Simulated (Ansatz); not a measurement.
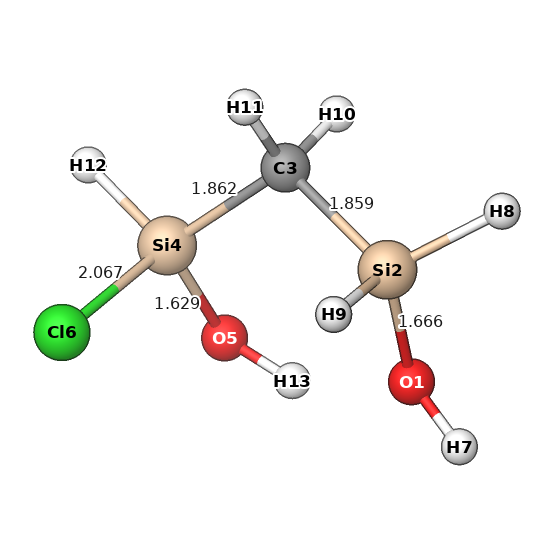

Bond lengths are marked in Å; every bond is drawn as one stick. Computed geometry: PBE0-D4/def2-TZVP optimisation. No frequency run is at hand to confirm it as a minimum.

Assign a bond order to each marked bond.

O1–Si2 single; Si2–C3 single; C3–Si4 single; Si4–O5 single; Si4–Cl6 single.

Give the structure as SMILES.

O[SiH2]C[Si@@H](O)Cl
